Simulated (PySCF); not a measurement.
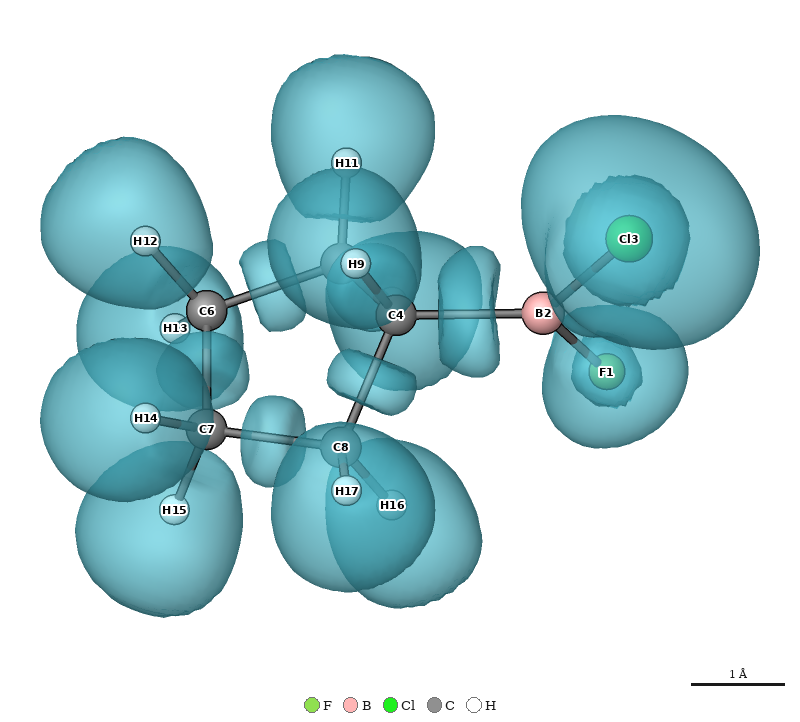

C₅H₉BClF. Isosurface of the ELF at 0.75 (cyan), seen at a tilt. Only the valence region is drawn (cores and ρ < 0.01 e/Å³ removed).

Geometry: GFN2-xTB.

Theory: PBE0/pcSseg-1, SCF density, gas phase, non-relativistic in PySCF.

```yaml
atoms:
  - { symbol: F, position_ang: [2.7695, -0.7828, 0.5702] }
  - { symbol: B, position_ang: [2.0521, -0.9167, -0.5358] }
  - { symbol: Cl, position_ang: [2.8426, -1.6651, -1.8594] }
  - { symbol: C, position_ang: [0.5565, -0.3967, -0.5708] }
  - { symbol: C, position_ang: [-0.3373, -1.0263, 0.5162] }
  - { symbol: C, position_ang: [-1.5561, -0.0996, 0.5888] }
  - { symbol: C, position_ang: [-1.0678, 1.2765, 0.1019] }
  - { symbol: C, position_ang: [0.4182, 1.1002, -0.2293] }
  - { symbol: H, position_ang: [0.0849, -0.5698, -1.5423] }
  - { symbol: H, position_ang: [0.1976, -1.0243, 1.4667] }
  - { symbol: H, position_ang: [-0.6109, -2.0532, 0.2799] }
  - { symbol: H, position_ang: [-2.3489, -0.4716, -0.0600] }
  - { symbol: H, position_ang: [-1.9509, -0.0548, 1.6025] }
  - { symbol: H, position_ang: [-1.6166, 1.5793, -0.7898] }
  - { symbol: H, position_ang: [-1.2096, 2.0483, 0.8565] }
  - { symbol: H, position_ang: [1.0309, 1.3278, 0.6437] }
  - { symbol: H, position_ang: [0.7388, 1.7409, -1.0491] }
```

Where are the electrons localised?

The surface consists of one region between bonded B–C atoms (shared pairs), five regions between bonded C–C atoms (shared pairs), nine regions around hydrogen nuclei, one region on Cl in which the atom's valence shell and bonds are merged and one region on F in which the atom's valence shell and bonds are merged.

Values along the shortest contacts:
B–F (1.33 Å): the ELF peaks at about 0.85 between the atoms; a shared but strongly polarised pair. C–C (1.53 Å): the ELF peaks at about 0.95 between the atoms; a shared electron pair.
